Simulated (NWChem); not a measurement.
# triplet GeSiH3ClO at 4 levels

We compute a comparison of 4 runs (UHF/STO-3G, UHF/3-21G, UB3LYP/6-31G*) of triplet GeSiH3ClO. 

Program for the calculation: NWChem 7.3.0.

2 further runs of the same task are left out: 2 that didn't finish. Runs told in other sessions of the task aren't counted.

### Step 1. Starting point

GeSiH3ClO has 7 atoms, charge 0, and is taken as a triplet. SMILES of the parent species: `Cl[SiH]1[O][GeH2]1`. Geometry: relaxed at PBE0-D4/def2-TZVP. That shape belongs to the parent species and isn't relaxed for this state.

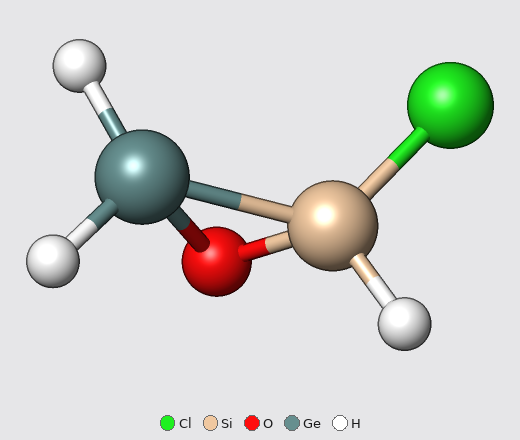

The structure, seen from a chosen angle (chlorine green, silicon light orange, oxygen red, germanium teal, hydrogen white).

### Step 2. A single-point energy at UHF/STO-3G (run 1)

Input file clgeh3osi.nw:

```
START clgeh3osi
memory 2200 mb

GEOMETRY units angstroms noautosym nocenter noautoz
  Cl       0.946700      -2.488800       0.655700
  Si      -0.269300      -1.038200      -0.101800
  O        0.399800       0.013200      -1.157400
  Ge       0.044800       1.152900       0.326900
  H       -1.538000      -1.691900      -0.484400
  H       -0.900200       2.274100      -0.128200
  H        1.377500       1.710600       0.843500
END

BASIS spherical bse
  Cl library STO-3G
  Si library STO-3G
  O library STO-3G
  Ge library STO-3G
  H library STO-3G
END

SCF
  triplet
  uhf
  thresh 1e-08
  maxiter 80
END

TASK scf energy
```

Launch:

```
$ nwchem clgeh3osi.nw > clgeh3osi.out
```

The log of the run:

```text
[...]
  functions       =    44
[...]
  wavefunction    = UHF
[...]
         Total SCF energy =  -2867.427225248397
      One electron energy =  -4857.267732386963
      Two electron energy =   1567.502317114226
 Nuclear repulsion energy =    422.338190024339
                       Sz =      1.0000
                 Sz(Sz+1) =      2.0000
                      S^2 =      2.0481
[...]
```

It took 12 s on 1 thread of Intel Xeon Platinum 8259CL at 2.50GHz (Skylake/Cascade Lake), shared host; peak memory 0.1 GiB.

### Step 3. A single-point energy at UHF/3-21G (run 2)

Input file clgeh3osi.nw:

```
start clgeh3osi
title "ClGeH3OSi"
memory stack 880 mb heap 220 mb global 1100 mb
geometry units angstrom noautosym nocenter noautoz
 Cl       0.946700      -2.488800       0.655700
 Si      -0.269300      -1.038200      -0.101800
 O        0.399800       0.013200      -1.157400
 Ge       0.044800       1.152900       0.326900
 H       -1.538000      -1.691900      -0.484400
 H       -0.900200       2.274100      -0.128200
 H        1.377500       1.710600       0.843500
end
basis spherical bse
 * library 3-21G
end
scf
 nopen 2
 uhf
 thresh 1e-08
 maxiter 80
 print low
end
task scf energy
```

Launch:

```
$ nwchem clgeh3osi.nw > clgeh3osi.out
```

The log of the run:

```text
[...]
  functions       =    63
[...]
  wavefunction    = UHF
[...]
         Total SCF energy =  -2886.117790124836
      One electron energy =  -4861.432957702409
      Two electron energy =   1552.976977553235
 Nuclear repulsion energy =    422.338190024339
                       Sz =      1.0000
                 Sz(Sz+1) =      2.0000
                      S^2 =      2.0323
[...]
```

Run time: 12 s. Hardware: 1 thread of Intel Xeon Platinum 8259CL at 2.50GHz (Skylake/Cascade Lake), shared host; peak memory 0.098 GiB.

Run 3 isn't shown in full; the table further down has it.

### Step 4. A single-point energy at UB3LYP/6-31G(d) (Cartesian functions) (run 4)

Input file sp.nw:

```
start sp
memory total 2200 mb
charge 0
geometry units angstroms noautosym nocenter noautoz
Cl     0.946700    -2.488800     0.655700
Si    -0.269300    -1.038200    -0.101800
O      0.399800     0.013200    -1.157400
Ge     0.044800     1.152900     0.326900
H     -1.538000    -1.691900    -0.484400
H     -0.900200     2.274100    -0.128200
H      1.377500     1.710600     0.843500
end
basis cartesian
* library 6-31G*
end
dft
xc b3lyp
mult 3
grid fine
convergence energy 1e-08
maxiter 100
mulliken
end
task dft energy
```

Launch:

```
$ nwchem sp.nw > sp.out
```

The log of the run:

```text
[...]
          Wavefunction type:  spin polarized.
          No. of atoms     :     7
          No. of electrons :    74
[...]
          Charge           :     0
          Spin multiplicity:     3
[...]
          AO basis - number of functions:    94
[...]
              XC Information
              --------------
                         B3LYP Method XC Potential
                     Hartree-Fock (Exact) Exchange  0.200
                        Slater Exchange Functional  0.800 local
                    Becke 1988 Exchange Functional  0.720 non-local
              Lee-Yang-Parr Correlation Functional  0.810
                  VWN I RPA Correlation Functional  0.190 local
[...]
 d= 0,ls=0.0,diis     1  -2903.2510294933 -3.33D+03  2.60D-02  4.66D-01     5.7
[...]
 d= 0,ls=0.0,diis    14  -2903.4016594226 -4.54D-09  9.04D-07  2.99D-10    62.6
[...]
         Total DFT energy =    -2903.401659422632
      One electron energy =    -4876.872628461751
           Coulomb energy =     1689.148677717014
    Exchange-Corr. energy =     -138.015898702233
 Nuclear repulsion energy =      422.338190024339
[...]
      Total Density - Mulliken Population Analysis
     ---------------------------------------------
    Atom       Charge   Shell Charges
 -----------   ------   -------------------------------------------------------
    1 Cl  17    17.20   2.00  1.99  5.97  1.46  3.64  0.55  1.62 -0.03
    2 Si  14    13.43   2.00  1.99  5.96  1.09  1.69  0.21  0.24  0.25
    3 O    8     8.48   1.99  0.92  2.84  0.99  1.72  0.02
    4 Ge  32    31.97   2.00  1.99  6.00  1.93  5.99  1.38  1.99  0.14  0.38  6.92  2.96  0.28
    5 H    1     1.04   0.50  0.54
    6 H    1     0.94   0.48  0.46
    7 H    1     0.94   0.48  0.46
[...]
      <S2> =      2.0043 (Exact =     2.0000)
[...]
```

Wall time 64 s (1 thread of Intel Xeon Platinum 8259CL at 2.50GHz (Skylake/Cascade Lake), shared host); peak memory 0.12 GiB.

### Step 5. The series

```
run                                level  iteration cap  module   energy (Eh)  dipole moment (D)  HOMO energy (eV)   ⟨S²⟩  wall time
  1                           UHF/STO-3G             80     scf  -2867.427225               3.00             -2.61  2.048       12 s
  2                            UHF/3-21G             80     scf  -2886.117790                  –                 –  2.032       12 s
  3  UB3LYP/6-31G* (spherical functions)            100     dft  -2903.390047               1.28             -3.46  2.004      100 s
  4  UB3LYP/6-31G* (Cartesian functions)            100     dft  -2903.401659               1.28             -3.47  2.004       64 s
```

### Step 6. What came out

| quantity | value |
| --- | --- |
| run 4: total energy | -2903.40166 Eh |
| run 4: dipole moment | 1.28 D |
| run 4: HOMO energy (highest over α and β) | -3.47 eV |
| run 4: ⟨S²⟩ | 2.004 |

Over runs 1, 3, 4 the dipole moment (its size) runs from 1.28 D (UB3LYP/6-31G*) to 3.00 D (UHF/STO-3G). The two ends differ in method and basis. In run 1 the basis is minimal, so the values are rough. All runs together took 3.1 min, the longest 100 s.
